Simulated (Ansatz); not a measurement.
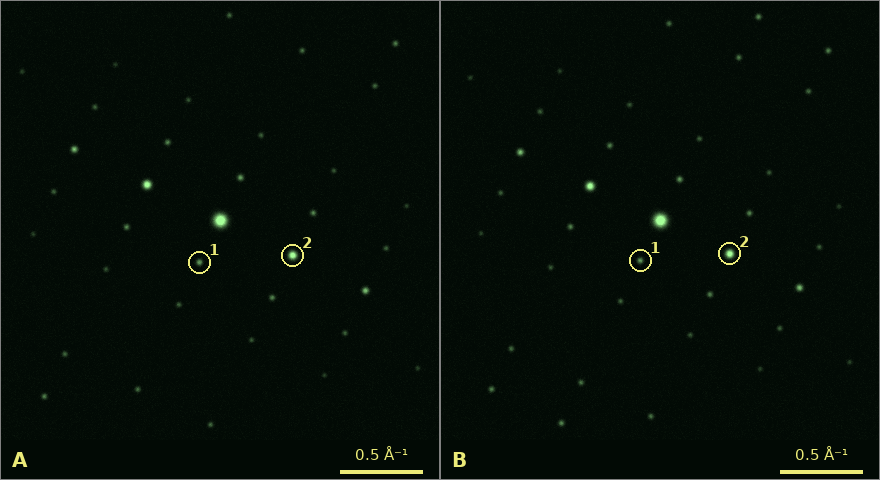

Kinematic electron diffraction patterns (120 kV, B = 0.5 Å², same scale) along [011] of the run's own cell, for the start and the end of one relaxation of Tl3S2 with DFT PBE, scalar-relativistic, plane waves, PAW (Ansatz 0.2.0). k mesh 12×12×12. The start is a generated model structure, and the relaxation ends in the nearest stationary point of its symmetry, not necessarily the ground state. Spot 1 is -1 0 0 and spot 2 is 0 -1 1 in both.

Start structure:

```yaml
crystal:
  lattice:
    - [2.01409, 1.16283, 9.33631]
    - [-2.01409, 1.16283, 9.33631]
    - [0.00000, -2.32567, 9.33631]
  atoms:
    - { symbol: Tl, position: [0.00000, 0.00000, 0.00000] }
    - { symbol: Tl, position: [0.20950, 0.20950, 0.20950] }
    - { symbol: Tl, position: [0.79050, 0.79050, 0.79050] }
    - { symbol: S, position: [0.40000, 0.40000, 0.40000] }
    - { symbol: S, position: [0.60000, 0.60000, 0.60000] }
```

**Which pattern belongs to the start structure, and which to the relaxed one?**

A is the start: its cell gives d(1) = 3.462 Å, d(2) = 2.014 Å and an angle of 90.0°. B is the relaxed structure, with d(1) = 3.609 Å (+4.3 %), d(2) = 2.101 Å (+4.3 %) and 90.0°.

**What did the relaxation do to the structure and the energy?**

The volume changed by +10.0 % to 28.87 Å³ an atom; with the mean shift removed, the atoms moved by up to 0.09 Å relative to the cell (Tl most); the space group stayed R-3m (No. 166); the free energy fell by 29 meV an atom. Relaxed cell: a = 9.748 Å, b = 9.748 Å, c = 9.748 Å, α = 24.89°, β = 24.89°, γ = 24.89°.
